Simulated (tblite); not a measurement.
**Geometry relaxation, with input and output: C3H10AsSi2 (part 2 of 2)**

The same run, continued: C3H10AsSi2, multiplicity 2, SMILES C[C]1C[As]([SiH3])[SiH2]1; GFN2-xTB geometry optimisation, gas phase (tblite 0.8.0). It belongs to a series of runs on one base structure; here: H removed from sp3 C.

Geometry of the input (Å):
```
C  1.0842  -0.3483  1.5658
C  1.6255  0.0451  0.2027
C  1.0503  -0.8149  -0.9107
As -0.5952  0.0297  -1.6346
Si -2.5151  -0.2577  -0.3929
Si 0.8242  1.5216  -0.5757
H  -0.0093  -0.1413  1.5348
H  1.2610  -1.4110  1.7072
H  1.5822  0.2784  2.3374
H  0.9234  -1.8695  -0.5999
H  1.7958  -0.7873  -1.7543
H  -3.2538  1.0299  -0.4856
H  -2.3192  -0.5484  1.0126
H  -3.4118  -1.2808  -0.9437
H  0.1842  2.3834  0.4053
H  1.7659  2.1801  -1.4799
```

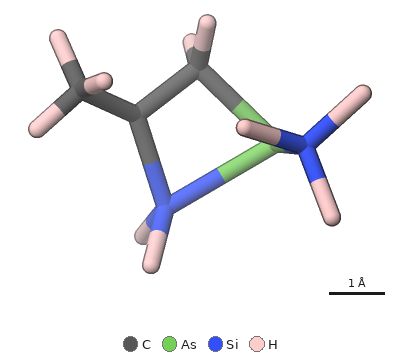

*The geometry at step 85 of the log (stick view, seen at a tilt).*

### Trajectory as extended XYZ, continued
```
16
Properties=species:S:1:pos:R:3:forces:R:3 step=48 energy=-469.90235
C     1.1790   -0.3799    1.5938   -0.0150   0.0160  -0.0020
C     1.1427    0.0314    0.1640    0.0180  -0.0750   0.0010
C     0.7765   -0.9619   -0.8855    0.0060  -0.0130  -0.0030
As   -0.4967    0.1845   -1.9509   -0.0770   0.0610  -0.0040
Si   -2.3371   -0.1751   -0.5705    0.0170   0.0650  -0.0620
Si    0.7124    1.6819   -0.5529   -0.0520  -0.0850   0.0030
H     0.1687   -0.5064    2.0049    0.0270  -0.0170  -0.0230
H     1.6898   -1.3400    1.7107    0.0080   0.0820  -0.0160
H     1.6821    0.3749    2.1980    0.0130  -0.0340  -0.0150
H     0.3727   -1.9040   -0.5005    0.0130  -0.0060   0.0290
H     1.6198   -1.2131   -1.5434    0.0410  -0.0100   0.0410
H    -3.2410    0.9799   -0.4873    0.0070   0.0010  -0.0470
H    -1.9735   -0.4962    0.8147   -0.0080  -0.0400   0.0680
H    -3.1234   -1.3161   -1.0672    0.0130   0.0110   0.0020
H    -0.0044    2.6601    0.2762   -0.0170   0.0510   0.0550
H     1.8248    2.3889   -1.2155    0.0070  -0.0060  -0.0270
16
Properties=species:S:1:pos:R:3:forces:R:3 step=52 energy=-469.90695
C     1.2031   -0.3753    1.5909    0.0260  -0.0080  -0.0040
C     1.1525    0.0199    0.1583    0.0050   0.0420  -0.0060
C     0.7681   -0.9724   -0.8834   -0.0120  -0.0090   0.0110
As   -0.5032    0.1932   -1.9444    0.0080  -0.0320  -0.0120
Si   -2.3515   -0.1641   -0.5803    0.0070  -0.0230   0.0500
Si    0.7142    1.6744   -0.5462   -0.0120   0.0430   0.0390
H     0.2012   -0.5343    2.0077   -0.0100   0.0200  -0.0110
H     1.7452   -1.3131    1.7212    0.0450  -0.0340  -0.0430
H     1.6929    0.3971    2.1807   -0.0230   0.0220   0.0270
H     0.3559   -1.9036   -0.4814   -0.0110  -0.0240  -0.0060
H     1.6082   -1.2440   -1.5382   -0.0020   0.0110   0.0180
H    -3.2586    0.9896   -0.5266    0.0080   0.0040  -0.0280
H    -2.0238   -0.4957    0.8195   -0.0160   0.0150  -0.0540
H    -3.1253   -1.3099   -1.0914    0.0200   0.0340   0.0070
H    -0.0095    2.6405    0.3014    0.0300  -0.0030   0.0050
H     1.8230    2.4067   -1.1992   -0.0610  -0.0600   0.0070
16
Properties=species:S:1:pos:R:3:forces:R:3 step=56 energy=-469.90985
C     1.2266   -0.3735    1.5890   -0.0030   0.0000   0.0050
C     1.1615    0.0182    0.1558   -0.0250  -0.0110   0.0300
C     0.7586   -0.9779   -0.8775    0.0120   0.0160   0.0160
As   -0.5069    0.1938   -1.9406    0.0500  -0.0230   0.0280
Si   -2.3591   -0.1580   -0.5834    0.0030   0.0230  -0.0570
Si    0.7093    1.6730   -0.5344   -0.0500  -0.0330  -0.0270
H     0.2257   -0.5496    2.0039    0.0340  -0.0280  -0.0060
H     1.7934   -1.2991    1.7169   -0.0100   0.0220  -0.0190
H     1.6945    0.4141    2.1783   -0.0040  -0.0160   0.0030
H     0.3363   -1.9038   -0.4702    0.0120   0.0170  -0.0030
H     1.5982   -1.2610   -1.5274   -0.0200  -0.0050  -0.0100
H    -3.2652    0.9972   -0.5619    0.0060   0.0060   0.0000
H    -2.0573   -0.4938    0.8148    0.0140   0.0170   0.0430
H    -3.1225   -1.3006   -1.1060   -0.0260  -0.0240  -0.0130
H    -0.0113    2.6276    0.3226    0.0060   0.0400   0.0350
H     1.8105    2.4022   -1.1914   -0.0010  -0.0010  -0.0240
16
Properties=species:S:1:pos:R:3:forces:R:3 step=61 energy=-469.91239
C     1.2515   -0.3730    1.5907   -0.0060  -0.0160   0.0100
C     1.1482    0.0169    0.1612    0.0110   0.0350   0.0050
C     0.7406   -0.9831   -0.8656   -0.0020   0.0070  -0.0070
As   -0.4973    0.1922   -1.9465   -0.0300   0.0020  -0.0250
Si   -2.3601   -0.1487   -0.6052   -0.0230  -0.0410   0.0270
Si    0.6893    1.6711   -0.5263    0.0170   0.0390   0.0130
H     0.2650   -0.5890    2.0182    0.0060  -0.0300   0.0200
H     1.8535   -1.2773    1.7034    0.0050  -0.0040   0.0020
H     1.6998    0.4288    2.1752   -0.0030  -0.0120   0.0040
H     0.2974   -1.8972   -0.4543    0.0150  -0.0020   0.0230
H     1.5761   -1.2925   -1.5081    0.0220   0.0080   0.0060
H    -3.2697    1.0032   -0.5930    0.0040   0.0110  -0.0030
H    -2.0646   -0.4784    0.8019   -0.0050   0.0370  -0.0470
H    -3.1169   -1.2987   -1.1274   -0.0140   0.0030   0.0040
H    -0.0168    2.6339    0.3418    0.0210  -0.0290  -0.0150
H     1.7964    2.4007   -1.1774   -0.0200  -0.0080  -0.0160
16
Properties=species:S:1:pos:R:3:forces:R:3 step=65 energy=-469.91452
C     1.2772   -0.3728    1.5927    0.0090  -0.0160  -0.0140
C     1.1532    0.0203    0.1651   -0.0340  -0.0160  -0.0020
C     0.7335   -0.9836   -0.8550   -0.0070   0.0110   0.0060
As   -0.5013    0.1882   -1.9459    0.0070   0.0210   0.0340
Si   -2.3781   -0.1493   -0.6218    0.0050   0.0440  -0.0510
Si    0.6796    1.6718   -0.5175    0.0050  -0.0350  -0.0260
H     0.3047   -0.6340    2.0261   -0.0110   0.0050   0.0110
H     1.9116   -1.2552    1.6952    0.0370  -0.0270  -0.0020
H     1.7032    0.4396    2.1788   -0.0210  -0.0080   0.0100
H     0.2820   -1.8883   -0.4317    0.0140  -0.0090   0.0180
H     1.5634   -1.3117   -1.4954    0.0280   0.0210   0.0080
H    -3.2738    1.0144   -0.6317   -0.0110  -0.0070  -0.0100
H    -2.0973   -0.4518    0.7886    0.0080  -0.0080   0.0310
H    -3.1307   -1.2979   -1.1487   -0.0280  -0.0120   0.0150
H    -0.0135    2.6209    0.3708   -0.0010   0.0110  -0.0040
H     1.7787    2.3982   -1.1812    0.0000   0.0250  -0.0230
16
Properties=species:S:1:pos:R:3:forces:R:3 step=69 energy=-469.91601
C     1.2772   -0.3784    1.5928   -0.0040  -0.0140   0.0240
C     1.1500    0.0235    0.1681   -0.0010  -0.0070   0.0270
C     0.7411   -0.9815   -0.8530    0.0000  -0.0090   0.0010
As   -0.5039    0.1846   -1.9407    0.0130  -0.0140  -0.0180
Si   -2.3850   -0.1490   -0.6263   -0.0040  -0.0110   0.0330
Si    0.6747    1.6714   -0.5198    0.0220   0.0120   0.0180
H     0.3041   -0.6436    2.0256    0.0200  -0.0140  -0.0100
H     1.9169   -1.2597    1.6894   -0.0050   0.0190  -0.0030
H     1.6967    0.4317    2.1870   -0.0010  -0.0080  -0.0040
H     0.3047   -1.8914   -0.4242   -0.0020  -0.0070  -0.0220
H     1.5767   -1.2976   -1.4938   -0.0080   0.0190   0.0100
H    -3.2733    1.0192   -0.6408   -0.0240   0.0060  -0.0180
H    -2.1061   -0.4404    0.7906   -0.0050  -0.0070  -0.0250
H    -3.1472   -1.2985   -1.1439    0.0040   0.0240   0.0240
H    -0.0004    2.6242    0.3806    0.0020  -0.0070  -0.0300
H     1.7662    2.3946   -1.2026   -0.0080   0.0170  -0.0080
16
Properties=species:S:1:pos:R:3:forces:R:3 step=73 energy=-469.91729
C     1.2976   -0.3847    1.5984   -0.0010   0.0130  -0.0030
C     1.1406    0.0199    0.1780    0.0230   0.0150  -0.0090
C     0.7300   -0.9844   -0.8427    0.0010   0.0110   0.0100
As   -0.5007    0.1838   -1.9430   -0.0080  -0.0020   0.0140
Si   -2.3947   -0.1413   -0.6413   -0.0010   0.0240  -0.0060
Si    0.6762    1.6686   -0.5130   -0.0160  -0.0020  -0.0240
H     0.3386   -0.6844    2.0375    0.0110  -0.0300   0.0120
H     1.9701   -1.2424    1.6817   -0.0160   0.0040   0.0040
H     1.6964    0.4369    2.1899    0.0030   0.0010   0.0190
H     0.2861   -1.8889   -0.4118   -0.0030  -0.0290  -0.0240
H     1.5679   -1.3059   -1.4764    0.0080  -0.0050  -0.0040
H    -3.2861    1.0256   -0.6755   -0.0040  -0.0080  -0.0080
H    -2.1230   -0.4251    0.7763    0.0000  -0.0020   0.0130
H    -3.1572   -1.2933   -1.1496    0.0000   0.0040   0.0060
H    -0.0011    2.6183    0.3865   -0.0080   0.0100  -0.0060
H     1.7515    2.4062   -1.2064    0.0100  -0.0040   0.0060
16
Properties=species:S:1:pos:R:3:forces:R:3 step=77 energy=-469.91782
C     1.3059   -0.3850    1.6003    0.0030  -0.0050   0.0040
C     1.1416    0.0208    0.1809   -0.0100  -0.0050   0.0040
C     0.7289   -0.9859   -0.8373    0.0080  -0.0050  -0.0130
As   -0.5013    0.1805   -1.9403   -0.0050  -0.0020  -0.0020
Si   -2.4007   -0.1355   -0.6460   -0.0020  -0.0100   0.0120
Si    0.6728    1.6679   -0.5136    0.0000   0.0010   0.0050
H     0.3547   -0.7066    2.0414    0.0000   0.0030  -0.0010
H     1.9896   -1.2341    1.6785    0.0120   0.0000  -0.0010
H     1.6954    0.4382    2.1962   -0.0110  -0.0010   0.0070
H     0.2857   -1.8942   -0.4112    0.0070   0.0150  -0.0040
H     1.5675   -1.3071   -1.4709    0.0010   0.0020  -0.0060
H    -3.2935    1.0288   -0.6938   -0.0050   0.0090  -0.0010
H    -2.1357   -0.4171    0.7739   -0.0020   0.0100   0.0040
H    -3.1641   -1.2887   -1.1504    0.0050   0.0010   0.0000
H     0.0010    2.6180    0.3910   -0.0070  -0.0010  -0.0160
H     1.7445    2.4090   -1.2102    0.0060  -0.0120   0.0090
16
Properties=species:S:1:pos:R:3:forces:R:3 step=81 energy=-469.91813
C     1.2986   -0.3868    1.6019   -0.0080  -0.0100  -0.0010
C     1.1390    0.0215    0.1820    0.0040  -0.0030   0.0020
C     0.7346   -0.9832   -0.8421   -0.0090   0.0100   0.0060
As   -0.5034    0.1798   -1.9401    0.0070   0.0020  -0.0060
Si   -2.3983   -0.1365   -0.6384   -0.0020   0.0160  -0.0050
Si    0.6744    1.6678   -0.5173   -0.0010  -0.0080   0.0040
H     0.3441   -0.7015    2.0415    0.0050  -0.0050  -0.0100
H     1.9765   -1.2413    1.6800    0.0000   0.0190   0.0010
H     1.6903    0.4328    2.2019   -0.0030  -0.0060  -0.0140
H     0.2949   -1.8946   -0.4211    0.0030  -0.0130   0.0060
H     1.5753   -1.2967   -1.4764    0.0040   0.0050  -0.0070
H    -3.2920    1.0288   -0.6863    0.0100  -0.0110   0.0050
H    -2.1276   -0.4183    0.7798   -0.0050   0.0110   0.0150
H    -3.1622   -1.2892   -1.1414   -0.0030  -0.0080  -0.0020
H    -0.0016    2.6225    0.3771   -0.0130   0.0120   0.0010
H     1.7498    2.4040   -1.2125    0.0100  -0.0100   0.0040
16
Properties=species:S:1:pos:R:3:forces:R:3 step=85 energy=-469.91861
C     1.3125   -0.3899    1.6039    0.0010   0.0000  -0.0080
C     1.1373    0.0190    0.1860   -0.0010   0.0010  -0.0040
C     0.7324   -0.9856   -0.8383   -0.0040  -0.0120   0.0050
As   -0.5046    0.1764   -1.9396   -0.0020   0.0090   0.0230
Si   -2.4079   -0.1291   -0.6437    0.0150  -0.0180  -0.0020
Si    0.6688    1.6643   -0.5123   -0.0010   0.0120  -0.0020
H     0.3698   -0.7348    2.0452   -0.0030  -0.0140  -0.0090
H     2.0172   -1.2224    1.6753    0.0000  -0.0090   0.0030
H     1.6836    0.4365    2.2073   -0.0080   0.0100  -0.0200
H     0.2929   -1.8973   -0.4164    0.0070  -0.0010   0.0000
H     1.5726   -1.3012   -1.4740   -0.0130   0.0190   0.0160
H    -3.3024    1.0338   -0.7111    0.0070   0.0020   0.0060
H    -2.1492   -0.3968    0.7813   -0.0090   0.0120  -0.0200
H    -3.1688   -1.2852   -1.1471    0.0090   0.0040   0.0150
H    -0.0094    2.6236    0.3777   -0.0020  -0.0080  -0.0090
H     1.7478    2.3975   -1.2057    0.0050  -0.0050   0.0050
16
Properties=species:S:1:pos:R:3:forces:R:3 step=89 energy=-469.91912
C     1.3159   -0.3949    1.6045    0.0000   0.0090   0.0000
C     1.1330    0.0174    0.1891   -0.0040   0.0020   0.0000
C     0.7308   -0.9857   -0.8369   -0.0040   0.0040  -0.0020
As   -0.5063    0.1768   -1.9364    0.0020  -0.0010  -0.0150
Si   -2.4090   -0.1262   -0.6437   -0.0070   0.0040   0.0010
Si    0.6669    1.6630   -0.5112    0.0050  -0.0040   0.0030
H     0.3802   -0.7588    2.0450   -0.0040  -0.0100  -0.0080
H     2.0362   -1.2144    1.6744   -0.0040  -0.0060  -0.0080
H     1.6727    0.4370    2.2081   -0.0050   0.0150   0.0060
H     0.2964   -1.9014   -0.4193    0.0040  -0.0040   0.0040
H     1.5734   -1.2916   -1.4729    0.0010  -0.0060  -0.0020
H    -3.3036    1.0359   -0.7197    0.0020   0.0060  -0.0020
H    -2.1588   -0.3788    0.7839    0.0020  -0.0020   0.0050
H    -3.1686   -1.2848   -1.1409    0.0040  -0.0090   0.0100
H    -0.0211    2.6276    0.3643    0.0030  -0.0020   0.0060
H     1.7542    2.3878   -1.1997    0.0040   0.0050   0.0030
16
Properties=species:S:1:pos:R:3:forces:R:3 step=93 energy=-469.91925
C     1.3107   -0.3946    1.6042   -0.0060  -0.0060  -0.0020
C     1.1309    0.0180    0.1887    0.0030   0.0000  -0.0030
C     0.7327   -0.9848   -0.8390    0.0030  -0.0030   0.0000
As   -0.5064    0.1765   -1.9382   -0.0020  -0.0040   0.0050
Si   -2.4070   -0.1266   -0.6401    0.0060   0.0000   0.0000
Si    0.6678    1.6634   -0.5124   -0.0010   0.0040  -0.0070
H     0.3729   -0.7575    2.0418   -0.0020   0.0030  -0.0020
H     2.0265   -1.2184    1.6736    0.0040   0.0130   0.0000
H     1.6686    0.4369    2.2086   -0.0090  -0.0100  -0.0010
H     0.3035   -1.9037   -0.4227   -0.0050   0.0040  -0.0010
H     1.5769   -1.2863   -1.4753   -0.0010  -0.0020  -0.0010
H    -3.3003    1.0367   -0.7146   -0.0010   0.0020  -0.0030
H    -2.1552   -0.3793    0.7876    0.0040   0.0020  -0.0010
H    -3.1657   -1.2875   -1.1336    0.0020  -0.0030   0.0070
H    -0.0208    2.6305    0.3602    0.0050  -0.0060   0.0040
H     1.7576    2.3857   -1.2001    0.0010   0.0040   0.0030
16
Properties=species:S:1:pos:R:3:forces:R:3 step=97 energy=-469.91944
C     1.3137   -0.3961    1.6033    0.0040   0.0010   0.0000
C     1.1286    0.0176    0.1891   -0.0040   0.0010   0.0020
C     0.7293   -0.9861   -0.8369    0.0050   0.0000  -0.0070
As   -0.5067    0.1743   -1.9398    0.0030   0.0110   0.0050
Si   -2.4091   -0.1223   -0.6436   -0.0100  -0.0100   0.0150
Si    0.6668    1.6629   -0.5127   -0.0090  -0.0030  -0.0050
H     0.3826   -0.7780    2.0384    0.0010   0.0000  -0.0020
H     2.0459   -1.2054    1.6687    0.0010  -0.0050   0.0060
H     1.6575    0.4383    2.2115   -0.0130   0.0020   0.0010
H     0.2991   -1.9039   -0.4195   -0.0050   0.0020   0.0000
H     1.5737   -1.2884   -1.4721    0.0030  -0.0100  -0.0050
H    -3.3034    1.0409   -0.7261    0.0080  -0.0160  -0.0040
H    -2.1579   -0.3669    0.7863    0.0030   0.0090  -0.0080
H    -3.1648   -1.2911   -1.1260    0.0070   0.0160   0.0050
H    -0.0237    2.6278    0.3612    0.0060  -0.0050   0.0010
H     1.7606    2.3853   -1.1932    0.0000   0.0070  -0.0040
16
Properties=species:S:1:pos:R:3:forces:R:3 step=101 energy=-469.91963
C     1.3104   -0.3963    1.6019   -0.0020  -0.0030   0.0020
C     1.1276    0.0176    0.1873    0.0080  -0.0050  -0.0020
C     0.7305   -0.9863   -0.8394   -0.0030  -0.0010   0.0000
As   -0.5071    0.1750   -1.9397   -0.0020  -0.0010  -0.0050
Si   -2.4077   -0.1224   -0.6399    0.0200   0.0020  -0.0050
Si    0.6674    1.6630   -0.5156    0.0090   0.0010   0.0090
H     0.3797   -0.7826    2.0345    0.0030  -0.0060  -0.0090
H     2.0465   -1.2023    1.6690   -0.0060   0.0020   0.0080
H     1.6469    0.4392    2.2124   -0.0040   0.0050  -0.0020
H     0.2992   -1.9036   -0.4215   -0.0020   0.0020  -0.0050
H     1.5745   -1.2900   -1.4750   -0.0020   0.0000   0.0030
H    -3.2997    1.0406   -0.7286   -0.0090  -0.0030  -0.0020
H    -2.1572   -0.3626    0.7893    0.0090   0.0090   0.0180
H    -3.1604   -1.2932   -1.1170   -0.0100  -0.0040  -0.0080
H    -0.0218    2.6248    0.3622    0.0000   0.0020   0.0020
H     1.7635    2.3880   -1.1912   -0.0110  -0.0010  -0.0040
16
Properties=species:S:1:pos:R:3:forces:R:3 step=105 energy=-469.92009
C     1.3134   -0.4005    1.5993   -0.0060  -0.0030   0.0020
C     1.1238    0.0146    0.1865    0.0170   0.0040  -0.0020
C     0.7263   -0.9887   -0.8404    0.0050  -0.0010   0.0050
As   -0.5067    0.1754   -1.9431    0.0050  -0.0070   0.0000
Si   -2.4047   -0.1157   -0.6394   -0.0060  -0.0060   0.0000
Si    0.6665    1.6611   -0.5146    0.0030   0.0040   0.0110
H     0.3991   -0.8349    2.0189   -0.0240  -0.0030   0.0040
H     2.0833   -1.1741    1.6668    0.0170   0.0040   0.0090
H     1.6061    0.4443    2.2197    0.0030  -0.0060  -0.0070
H     0.2910   -1.9030   -0.4205   -0.0070  -0.0080  -0.0090
H     1.5714   -1.2978   -1.4718   -0.0060   0.0040  -0.0040
H    -3.3038    1.0387   -0.7580   -0.0110   0.0100   0.0060
H    -2.1558   -0.3228    0.7963    0.0040   0.0070  -0.0040
H    -3.1581   -1.2959   -1.0944    0.0120  -0.0030  -0.0010
H    -0.0230    2.6189    0.3674    0.0000   0.0020   0.0000
H     1.7635    2.3894   -1.1840   -0.0060   0.0000  -0.0110
16
Properties=species:S:1:pos:R:3:forces:R:3 step=109 energy=-469.92052
C     1.2939   -0.4059    1.5968    0.0060   0.0160  -0.0140
C     1.1276    0.0140    0.1822   -0.0100  -0.0130  -0.0030
C     0.7344   -0.9872   -0.8483    0.0000  -0.0080  -0.0060
As   -0.5062    0.1740   -1.9440    0.0000   0.0120   0.0070
Si   -2.3957   -0.1152   -0.6254   -0.0090   0.0300  -0.0070
Si    0.6721    1.6618   -0.5181   -0.0010  -0.0130  -0.0020
H     0.3769   -0.8527    1.9972   -0.0100  -0.0090   0.0000
H     2.0746   -1.1671    1.6745    0.0090  -0.0250   0.0130
H     1.5663    0.4387    2.2248    0.0020   0.0250   0.0200
H     0.3031   -1.9071   -0.4364    0.0030   0.0020   0.0060
H     1.5803   -1.2865   -1.4826    0.0020  -0.0020  -0.0130
H    -3.3020    1.0343   -0.7553    0.0050  -0.0090   0.0100
H    -2.1347   -0.2972    0.8117   -0.0030   0.0020  -0.0080
H    -3.1479   -1.3033   -1.0593    0.0140  -0.0130   0.0000
H    -0.0202    2.6203    0.3602    0.0010   0.0080   0.0050
H     1.7698    2.3881   -1.1893   -0.0100  -0.0030  -0.0070
16
Properties=species:S:1:pos:R:3:forces:R:3 step=113 energy=-469.92088
C     1.2797   -0.4046    1.5947    0.0020  -0.0080   0.0110
C     1.1329    0.0127    0.1769    0.0030   0.0050   0.0070
C     0.7412   -0.9871   -0.8558   -0.0010   0.0050   0.0020
As   -0.5052    0.1768   -1.9431   -0.0020   0.0020  -0.0040
Si   -2.3877   -0.1165   -0.6167   -0.0080  -0.0070   0.0000
Si    0.6763    1.6623   -0.5190   -0.0030  -0.0020   0.0000
H     0.3503   -0.8360    1.9863    0.0140   0.0070  -0.0020
H     2.0465   -1.1799    1.6848   -0.0080   0.0100   0.0070
H     1.5579    0.4394    2.2233   -0.0060  -0.0150  -0.0060
H     0.3128   -1.9083   -0.4447    0.0020  -0.0040   0.0000
H     1.5861   -1.2818   -1.4939   -0.0050   0.0010  -0.0060
H    -3.2972    1.0300   -0.7377   -0.0070   0.0050   0.0040
H    -2.1198   -0.3009    0.8191   -0.0030   0.0030  -0.0110
H    -3.1370   -1.3086   -1.0482    0.0180   0.0040   0.0030
H    -0.0122    2.6225    0.3616    0.0060  -0.0040  -0.0030
H     1.7679    2.3888   -1.1989   -0.0010  -0.0020  -0.0030
16
Properties=species:S:1:pos:R:3:forces:R:3 step=117 energy=-469.92109
C     1.2794   -0.4086    1.5951   -0.0010  -0.0020  -0.0020
C     1.1338    0.0101    0.1773    0.0010  -0.0030  -0.0020
C     0.7415   -0.9881   -0.8570   -0.0030   0.0010   0.0010
As   -0.5060    0.1770   -1.9429    0.0020   0.0050  -0.0040
Si   -2.3886   -0.1102   -0.6162   -0.0050   0.0070   0.0040
Si    0.6768    1.6598   -0.5181    0.0010   0.0000  -0.0060
H     0.3580   -0.8647    1.9758    0.0020   0.0020   0.0060
H     2.0645   -1.1644    1.6906   -0.0010  -0.0010  -0.0030
H     1.5317    0.4387    2.2293   -0.0040  -0.0010  -0.0020
H     0.3140   -1.9108   -0.4475    0.0060   0.0020  -0.0010
H     1.5844   -1.2807   -1.4991   -0.0060   0.0020   0.0080
H    -3.3033    1.0315   -0.7494   -0.0020  -0.0080  -0.0020
H    -2.1210   -0.2750    0.8211    0.0000   0.0000   0.0050
H    -3.1277   -1.3131   -1.0318    0.0040  -0.0030  -0.0040
H    -0.0107    2.6199    0.3625    0.0020   0.0000   0.0040
H     1.7656    2.3873   -1.2012    0.0040  -0.0020  -0.0020
```

### Key numbers

```csv
quantity,value
outcome,converged
total energy,−469.9211 eV
hardware,"1 CPU thread, shared host"
wall time,0.74 s
peak memory,0.18 GiB
```
